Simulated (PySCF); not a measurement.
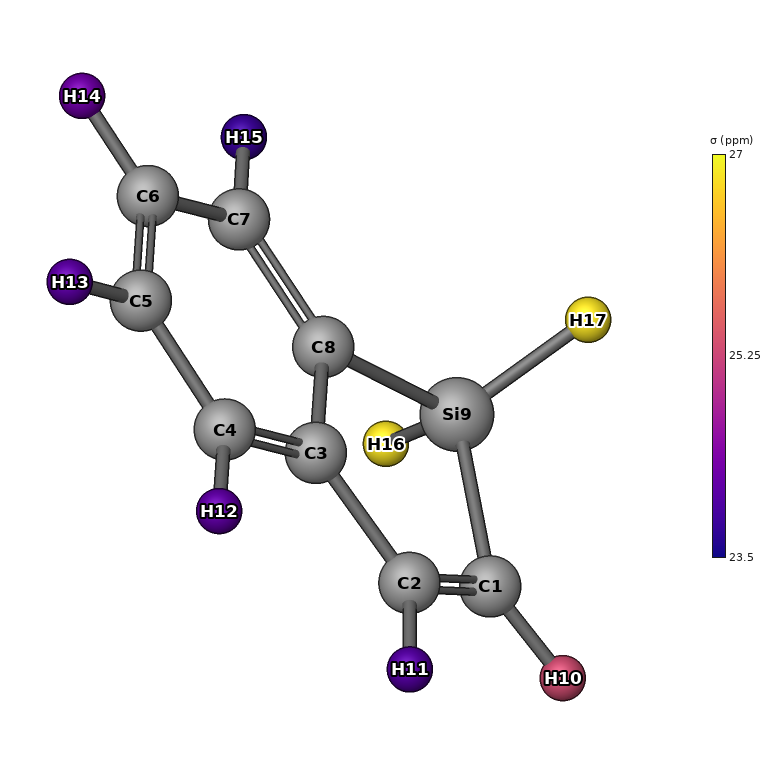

Atoms are coloured by their isotropic NMR shieldings (H only, the others grey). The computed structure is the end point of a GFN2-xTB optimisation. No frequency run is at hand to confirm it as a minimum. Level of theory: GIAO PBE0/pcSseg-1 NMR shielding, non-relativistic, gas phase (PySCF 2.14.0).

Q: Which H atom is the most shielded (lowest chemical shift)?

A: H16, H17 (26.82 ppm).

Q: Which H atom is the least shielded (highest chemical shift)?

A: H15 (23.81 ppm).

Q: How wide is the range of H shifts?

A: 3.01 ppm.

Give the isotropic NMR shieldings of the H atoms atom by atom.

```csv
atom,σ (ppm)
H10,25.34
H11,24.03
H12,24.12
H13,24.09
H14,24.26
H15,23.81
H16,26.82
H17,26.82
```

The geometry is semi-empirical. Around Si such bond lengths and angles can be off by a tenth of an ångström or more and by several degrees, and values that hang on the shape move with them.
